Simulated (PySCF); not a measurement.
# B4H10 (arachno-B4H10): what the fields show

The calculation's input:

```
{"job": {"kind": "nmr", "xc": "B3LYP", "basis": "pcSseg-1", "pop": false}, "charge": 0, "multiplicity": 1}
B      0.450992     0.611313     1.415858
B     -0.826077    -0.140792     0.416656
B     -0.447134    -0.606958    -1.405982
B      0.871643     0.202547    -0.271917
H      1.353770     0.112364     2.028312
H     -0.743156    -0.686883     1.523728
H      0.099227    -1.577847    -1.852722
H      1.726450    -0.634695    -0.277933
H     -1.727383     0.633277     0.274275
H      1.231638     1.350917     0.016278
H     -0.964871    -1.228655    -0.255835
H      0.423716     0.496645    -1.441521
H     -0.113661     1.569242     1.865839
H     -1.335155    -0.100473    -2.035035
```

Command:

```sh
OMP_NUM_THREADS=1 python ens_run.py task.json out
```

Geometry: B3LYP-D3(BJ)/def2-SVP.

The calculation used B3LYP/pcSseg-1, SCF density, gas phase, non-relativistic (PySCF).

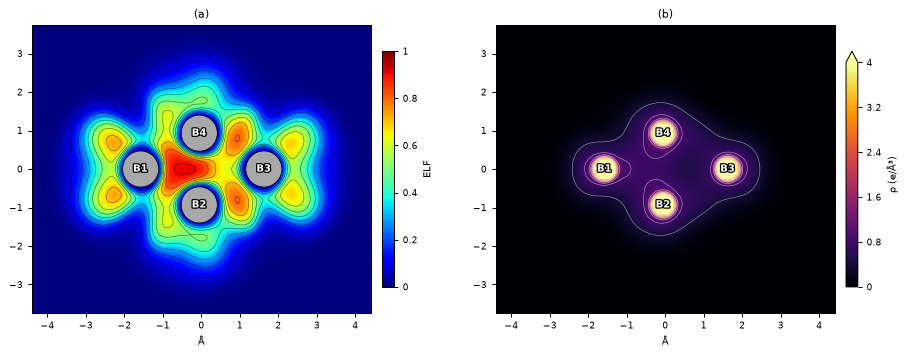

Figure 1. (a) ELF; (b) electron density on the plane of atoms B2, B1 and B4. Grey discs cover the atomic cores in the ELF map.

Question: What do the fields say about this system?

Answer: The plane passes through B nuclei. B–B (1.79 Å): the density is about 0.69 e/Å³ at the midpoint; the ELF peaks at about 0.80 between the atoms, as expected for a shared electron pair. B–B (1.86 Å): ρ at the midpoint is about 0.7 e/Å³; the ELF peaks at about 0.90 between the atoms (localised, covalent bonding).

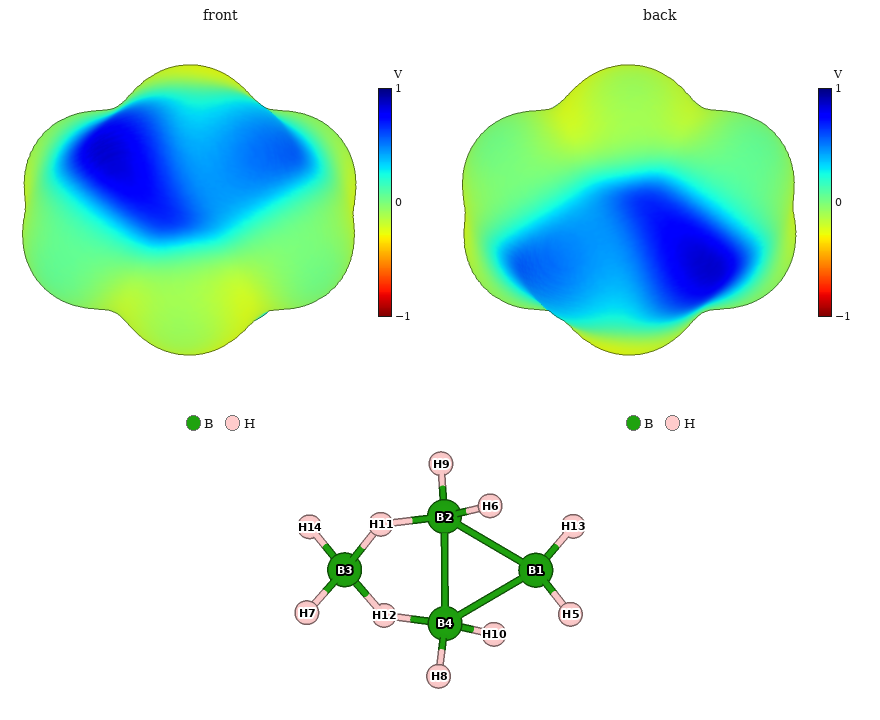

Figure 2. The electrostatic potential painted on the density surface at 0.001 e/bohr³, seen from the front and from behind; red is negative and blue positive. The bare structure is drawn below in the same view.

Question: Where is the surface potential most negative and most positive?

Answer: The most negative region (about −0.2 V) lies over H5, H8, H9 and H13, the most positive (about +0.8 V) over B3, H11 and H12.

Question: What dipole moment does the calculation give?

Answer: Its dipole moment is 0.18 D.

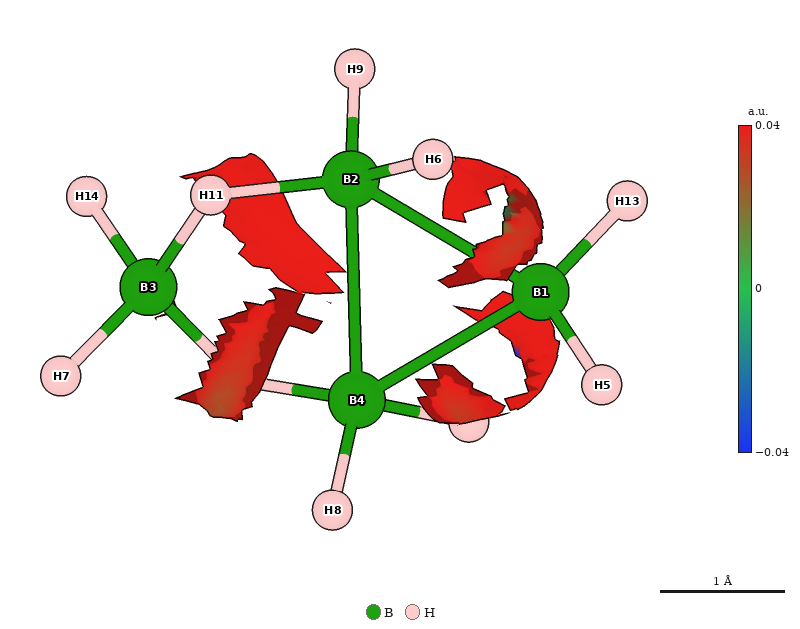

Figure 3. Non-covalent interaction (NCI) plot: the surface where the reduced density gradient is 0.5, for densities under 0.05 a.u., coloured by sign(λ₂)ρ; seen across its widest extent.

Question: Which non-covalent interactions does the plot reveal?

Answer:
- H10···B1 (1.8 Å): a weak contact, attractive (blue-green) on one side and crowded (olive to red) on the other
- Near B3, B2 and H11: mostly steric crowding (olive to red)
- Near B1, H6 and B2: mostly steric crowding (olive to red)
- Near B3, B4 and H12: mostly steric crowding (olive to red)
- In the angle between B4, B1 and H5: mostly steric crowding (olive to red)
